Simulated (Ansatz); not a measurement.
CH$_{4}$AlF: geometry relaxation

- system: CH$_{4}$AlF
- method: RKS PBE0-D4/def2-TZVP (Ansatz 0.2.0)

Figures and captions count atoms from 1; the log counts them from 0 in places.

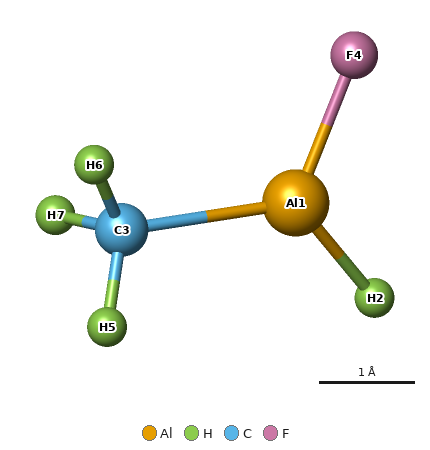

The starting structure (ball-and-stick view, seen at a tilt; atoms are numbered from 1 in the order of the input). Sticks mark near contacts.

Results in brief:

- outcome: converged
- total energy: −10412.8948 eV
- mean-field energy: −10412.8248 eV
- dispersion energy: −0.0700 eV
- SCF solution under orbital rotations: stable
- largest force (length of the vector) at the end: 0.004 eV/Å
- dipole moment: 1.82 D
- hardware: 4 threads of Arm Neoverse V2, 23 GiB of memory available, shared host
- wall time: 8.5 s (CPU time 28 s)
- peak memory: 0.46 GiB

Input file:
```yaml
crystal:
  periodic: [false, false, false]
  atoms:
    - {symbol: Al, position_ang: [-0.402023, -0.019637, -0.732932]}
    - {symbol: H, position_ang: [-0.037796, -0.078787, -2.271471]}
    - {symbol: C, position_ang: [0.241338, -1.267458, 0.610387]}
    - {symbol: F, position_ang: [-1.737922, 0.916780, -0.353719]}
    - {symbol: H, position_ang: [1.312747, -1.459568, 0.498340]}
    - {symbol: H, position_ang: [0.066199, -0.905274, 1.626624]}
    - {symbol: H, position_ang: [-0.266123, -2.233452, 0.515534]}
basis:
  gaussian: {orbitals: def2-TZVP}
hamiltonian: {xc: pbe0, dispersion: d4}
relax: {f_tol: 0.005, max_steps: 200}
```

Run as:
```bash
ansatz run in.yaml --threads 4 --pin off --events-out ev --progress --plain --max-ram 9574MiB
```

Log:
```
Functional definition: PBE0
  name "PBE0"
  cite "Adamo & Barone, J. Chem. Phys. 110, 6158 (1999) doi:10.1063/1.478522"
  cite "Perdew, Burke & Ernzerhof, Phys. Rev. Lett. 77, 3865 (1996) doi:10.1103/PhysRevLett.77.3865"
  parent pbe
  parameter a = 0.25
  parameter kappa = 0.804
  parameter beta = 0.06672455060314922
  exchange = (1 - a)*pbe_x(kappa = kappa, mu = beta*pi^2/3) + a*exact_x
  correlation = pbe_c(beta = beta)
791 factors; their error is unknown
mean field evaluation 1: about -10405.3055 eV, gradient 6.2e1 eV
mean field evaluation 2: about -10399.2941 eV, gradient 8.3e1 eV
mean field evaluation 4: about -10412.7174 eV, gradient 4.2e0 eV
mean field evaluation 8: about -10412.7729 eV, gradient 3.1e-2 eV
mean field -10412.77291415 eV, -382.6623465641 hartree, gradient 6.1e-5 eV, S^2 0.000000; 0 other end points of the search recorded, 0 dependent functions left out
the calculation of the forces begins
reference -10412.77294393 eV, -382.6623476583 hartree; 16, 16 occupied and 107, 107 virtual orbitals, 791 factors
relax step   1: F+E_penalty+E_count = -10412.84290385 eV  Δ(F+E_penalty+E_count) = +0.000e0 eV  max|allowed force component| = 8.622e-1 eV/Å  Δτ_max = 0.0000 Å  (23 SCF iters, accepted)
these checks for a lower state are left out or cut short: starts, cluster_reference, orbital_swaps, neighbouring_geometries, increment
791 factors; their error is unknown
mean field evaluation 16: about -10412.7461 eV, gradient 3.6e-1 eV
mean field -10412.76575060 eV, -382.6620833083 hartree, gradient 2.5e-5 eV, S^2 0.000000; 0 other end points of the search recorded, 0 dependent functions left out
the calculation of the forces begins
reference -10412.76578032 eV, -382.6620844006 hartree; 16, 16 occupied and 107, 107 virtual orbitals, 791 factors
relax step   2: F+E_penalty+E_count = -10412.83547475 eV  Δ(F+E_penalty+E_count) = +7.429e-3 eV  max|allowed force component| = 1.115e0 eV/Å  Δτ_max = 0.1938 Å  (32 SCF iters, rejected (line search))
these checks for a lower state are left out or cut short: starts, cluster_reference, orbital_swaps, neighbouring_geometries, increment
791 factors; their error is unknown
mean field -10412.82335302 eV, -382.6642001582 hartree, gradient 1.3e-5 eV, S^2 0.000000; 0 other end points of the search recorded, 0 dependent functions left out
the calculation of the forces begins
reference -10412.82338272 eV, -382.6642012497 hartree; 16, 16 occupied and 107, 107 virtual orbitals, 791 factors
relax step   3: F+E_penalty+E_count = -10412.89336077 eV  Δ(F+E_penalty+E_count) = -5.046e-2 eV  max|allowed force component| = 1.229e-1 eV/Å  Δτ_max = 0.0968 Å  (27 SCF iters, accepted)
these checks for a lower state are left out or cut short: starts, cluster_reference, orbital_swaps, neighbouring_geometries, increment
791 factors; their error is unknown
mean field evaluation 32: about -10412.8240 eV, gradient 2.0e-1 eV
mean field -10412.82410207 eV, -382.6642276853 hartree, gradient 2.4e-5 eV, S^2 0.000000; 0 other end points of the search recorded, 0 dependent functions left out
the calculation of the forces begins
reference -10412.82413176 eV, -382.6642287766 hartree; 16, 16 occupied and 107, 107 virtual orbitals, 791 factors
relax step   4: F+E_penalty+E_count = -10412.89409877 eV  Δ(F+E_penalty+E_count) = -7.380e-4 eV  max|allowed force component| = 7.067e-2 eV/Å  Δτ_max = 0.0120 Å  (27 SCF iters, accepted)
these checks for a lower state are left out or cut short: starts, cluster_reference, orbital_swaps, neighbouring_geometries, increment
791 factors; their error is unknown
mean field -10412.82464758 eV, -382.6642477324 hartree, gradient 2.4e-5 eV, S^2 0.000000; 0 other end points of the search recorded, 0 dependent functions left out
the calculation of the forces begins
reference -10412.82467727 eV, -382.6642488237 hartree; 16, 16 occupied and 107, 107 virtual orbitals, 791 factors
relax step   5: F+E_penalty+E_count = -10412.89466476 eV  Δ(F+E_penalty+E_count) = -5.660e-4 eV  max|allowed force component| = 2.531e-2 eV/Å  Δτ_max = 0.0071 Å  (28 SCF iters, accepted)
these checks for a lower state are left out or cut short: starts, cluster_reference, orbital_swaps, neighbouring_geometries, increment
791 factors; their error is unknown
mean field -10412.82468242 eV, -382.6642490130 hartree, gradient 2.4e-5 eV, S^2 0.000000; 0 other end points of the search recorded, 0 dependent functions left out
the calculation of the forces begins
reference -10412.82471211 eV, -382.6642501039 hartree; 16, 16 occupied and 107, 107 virtual orbitals, 791 factors
relax step   6: F+E_penalty+E_count = -10412.89471960 eV  Δ(F+E_penalty+E_count) = -5.484e-5 eV  max|allowed force component| = 2.359e-2 eV/Å  Δτ_max = 0.0046 Å  (29 SCF iters, accepted)
these checks for a lower state are left out or cut short: starts, cluster_reference, orbital_swaps, neighbouring_geometries, increment
791 factors; their error is unknown
mean field -10412.82458106 eV, -382.6642452878 hartree, gradient 2.4e-5 eV, S^2 0.000000; 0 other end points of the search recorded, 0 dependent functions left out
the calculation of the forces begins
reference -10412.82461074 eV, -382.6642463787 hartree; 16, 16 occupied and 107, 107 virtual orbitals, 791 factors
relax step   7: F+E_penalty+E_count = -10412.89461832 eV  Δ(F+E_penalty+E_count) = +1.013e-4 eV  max|allowed force component| = 2.429e-2 eV/Å  Δτ_max = 0.0088 Å  (28 SCF iters, rejected (line search))
these checks for a lower state are left out or cut short: starts, cluster_reference, orbital_swaps, neighbouring_geometries, increment
791 factors; their error is unknown
mean field -10412.82472626 eV, -382.6642506239 hartree, gradient 1.6e-5 eV, S^2 0.000000; 0 other end points of the search recorded, 0 dependent functions left out
the calculation of the forces begins
reference -10412.82475594 eV, -382.6642517147 hartree; 16, 16 occupied and 107, 107 virtual orbitals, 791 factors
relax step   8: F+E_penalty+E_count = -10412.89477214 eV  Δ(F+E_penalty+E_count) = -5.254e-5 eV  max|allowed force component| = 3.329e-3 eV/Å  Δτ_max = 0.0030 Å  (21 SCF iters, accepted)
791 factors; their error is unknown
mean field evaluation 64: about -10412.8051 eV, gradient 2.0e-1 eV
```

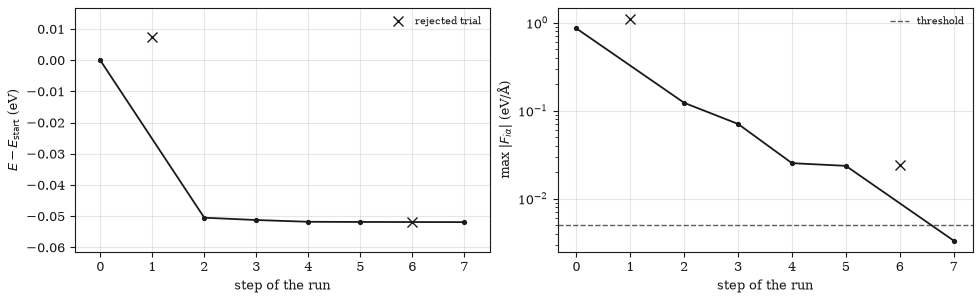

Progress of the relaxation, step by step (the first geometry is step 0 here and step 1 in the log).

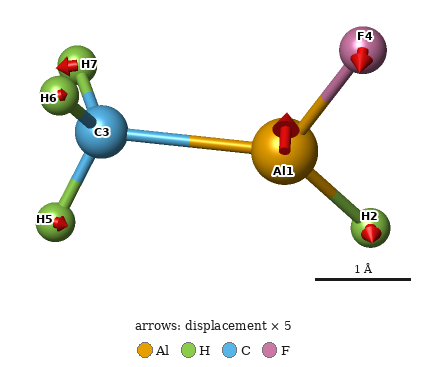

The starting structure with the displacements as red arrows, magnified 5 times (ball-and-stick view, seen at a tilt). The two geometries are laid on each other by the best rigid fit. Over 7 geometry steps the energy falls by 0.052 eV. Largest force component: 0.86 eV/Å at the start, 0.0033 eV/Å at the end. The line search rejected the trial steps at points 1, 6 (counted from 0) and went back. The largest move after the best rigid fit is that of Al1, 0.11 Å. By element the largest moves are Al 0.11 Å, F 0.06 Å, H 0.05 Å, C 0.01 Å. Distances before and after: Al1–F4 1.675 → 1.654 Å, Al1–C3 1.943 → 1.938 Å. (Atoms are counted from 1 in the order of the input.)

```
mean field -10412.82472626 eV, -382.6642506239 hartree, gradient 2.0e-5 eV, S^2 0.000000; 1 other end points of the search recorded, 0 dependent functions left out
the calculation of the forces begins
reference -10412.82475594 eV, -382.6642517147 hartree; 16, 16 occupied and 107, 107 virtual orbitals, 791 factors
Total energy: -10412.89480182 eV, -382.6668258533 hartree
Atom 0 at    -0.476659    -0.095378    -0.754521 Å, force    -0.001178     0.000402     0.003329 eV/Å
Atom 1 at    -0.011803    -0.041788    -2.263228 Å, force     0.001201    -0.000579    -0.002614 eV/Å
Atom 2 at     0.233697    -1.274282     0.609549 Å, force    -0.002189     0.002235    -0.000859 eV/Å
Atom 3 at    -1.690694     0.950915    -0.344868 Å, force     0.001137    -0.000770     0.000433 eV/Å
Atom 4 at     1.308257    -1.434061     0.483152 Å, force    -0.000094     0.000118    -0.000066 eV/Å
Atom 5 at     0.054990    -0.893243     1.617678 Å, force     0.000332    -0.000502    -0.000374 eV/Å
Atom 6 at    -0.241368    -2.259558     0.545001 Å, force     0.000792    -0.000903     0.000151 eV/Å
Dipole moment:     0.258508    -0.272179     0.055447 e Å
```

Trajectory as extended XYZ (Å, eV, eV/Å), 8 frames, from step=1 to step=8:
```
7
Properties=species:S:1:pos:R:3:forces:R:3 step=1 energy=-10412.84290
Al   -0.4020   -0.0196   -0.7329   -0.8622  -0.2795  -0.0049
H    -0.0378   -0.0788   -2.2715    0.1456   0.1809   0.0607
C     0.2413   -1.2675    0.6104    0.2241   0.2498   0.0796
F    -1.7379    0.9168   -0.3537    0.5553  -0.1448  -0.0795
H     1.3127   -1.4596    0.4983   -0.0075  -0.0307   0.0214
H     0.0662   -0.9053    1.6266   -0.0023  -0.0255   0.0027
H    -0.2661   -2.2335    0.5155   -0.0531   0.0498  -0.0801
7
Properties=species:S:1:pos:R:3:forces:R:3 step=2 energy=-10412.83547 accepted=F
Al   -0.5249   -0.1607   -0.7837   -0.1964   1.1151   0.3477
H    -0.0176   -0.0325   -2.2929   -0.1855  -0.1660   0.1861
C     0.2366   -1.2807    0.6163   -0.1330  -0.1083  -0.1397
F    -1.6588    1.0158   -0.3207    0.6045  -0.8491  -0.3322
H     1.3217   -1.4032    0.5160   -0.1234   0.0259  -0.0837
H     0.0270   -0.9052    1.6218   -0.0558   0.0125  -0.0853
H    -0.2076   -2.2808    0.5359    0.0895  -0.0302   0.1071
7
Properties=species:S:1:pos:R:3:forces:R:3 step=3 energy=-10412.89336
Al   -0.4706   -0.0849   -0.7530   -0.1229   0.0071   0.1077
H    -0.0111   -0.0480   -2.2577    0.0320   0.0218  -0.0733
C     0.2381   -1.2671    0.6102   -0.0588  -0.1096   0.0128
F    -1.7043    0.9480   -0.3529    0.0943  -0.0567  -0.0204
H     1.3096   -1.4430    0.4809    0.0095   0.0207   0.0031
H     0.0627   -0.9020    1.6246    0.0154   0.0368  -0.0074
H    -0.2479   -2.2504    0.5406    0.0305   0.0799  -0.0225
7
Properties=species:S:1:pos:R:3:forces:R:3 step=4 energy=-10412.89410
Al   -0.4752   -0.0951   -0.7486   -0.0108   0.0376  -0.0707
H    -0.0164   -0.0396   -2.2606    0.0143  -0.0157   0.0172
C     0.2361   -1.2747    0.6126    0.0184   0.0393   0.0059
F    -1.6953    0.9515   -0.3573    0.0062  -0.0129   0.0351
H     1.3102   -1.4379    0.4854   -0.0101  -0.0059  -0.0154
H     0.0626   -0.8960    1.6225   -0.0202  -0.0179  -0.0002
H    -0.2456   -2.2555    0.5387    0.0022  -0.0245   0.0281
7
Properties=species:S:1:pos:R:3:forces:R:3 step=5 energy=-10412.89466
Al   -0.4773   -0.0939   -0.7526   -0.0036  -0.0057   0.0218
H    -0.0104   -0.0426   -2.2597    0.0074  -0.0005  -0.0156
C     0.2347   -1.2742    0.6115   -0.0234   0.0253  -0.0249
F    -1.6946    0.9521   -0.3508    0.0087  -0.0088   0.0078
H     1.3083   -1.4349    0.4793    0.0029  -0.0026   0.0070
H     0.0591   -0.8961    1.6212    0.0043  -0.0001  -0.0003
H    -0.2433   -2.2578    0.5439    0.0036  -0.0075   0.0041
7
Properties=species:S:1:pos:R:3:forces:R:3 step=6 energy=-10412.89472
Al   -0.4760   -0.0951   -0.7540   -0.0118   0.0023   0.0236
H    -0.0119   -0.0416   -2.2617    0.0097  -0.0023  -0.0180
C     0.2343   -1.2741    0.6109   -0.0142   0.0149  -0.0164
F    -1.6920    0.9504   -0.3476    0.0041  -0.0034   0.0034
H     1.3082   -1.4344    0.4813    0.0044  -0.0043   0.0069
H     0.0567   -0.8943    1.6197    0.0036  -0.0017  -0.0039
H    -0.2429   -2.2581    0.5440    0.0041  -0.0056   0.0045
7
Properties=species:S:1:pos:R:3:forces:R:3 step=7 energy=-10412.89462 accepted=F
Al   -0.4763   -0.0937   -0.7539   -0.0035  -0.0243  -0.0090
H    -0.0125   -0.0404   -2.2623    0.0051   0.0059  -0.0111
C     0.2338   -1.2761    0.6074    0.0012   0.0096   0.0163
F    -1.6912    0.9516   -0.3446    0.0049  -0.0004   0.0073
H     1.3088   -1.4364    0.4847   -0.0034   0.0111  -0.0043
H     0.0530   -0.8897    1.6132    0.0063  -0.0099   0.0094
H    -0.2392   -2.2626    0.5483   -0.0107   0.0080  -0.0086
7
Properties=species:S:1:pos:R:3:forces:R:3 step=8 energy=-10412.89477
Al   -0.4767   -0.0954   -0.7545   -0.0012   0.0004   0.0033
H    -0.0118   -0.0418   -2.2632    0.0012  -0.0006  -0.0026
C     0.2337   -1.2743    0.6095   -0.0022   0.0022  -0.0009
F    -1.6907    0.9509   -0.3449    0.0011  -0.0008   0.0004
H     1.3083   -1.4341    0.4832   -0.0001   0.0001  -0.0001
H     0.0550   -0.8932    1.6177    0.0003  -0.0005  -0.0004
H    -0.2414   -2.2596    0.5450    0.0008  -0.0009   0.0002
```

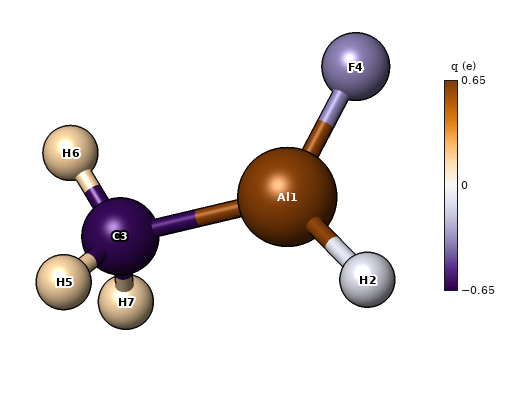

Mulliken charges, as the colour of each atom (ball-and-stick view, seen at a tilt; atoms are numbered from 1 in the order of the input). By element: Al +0.62, H −0.10 to +0.15, C −0.61 and F −0.35 e.
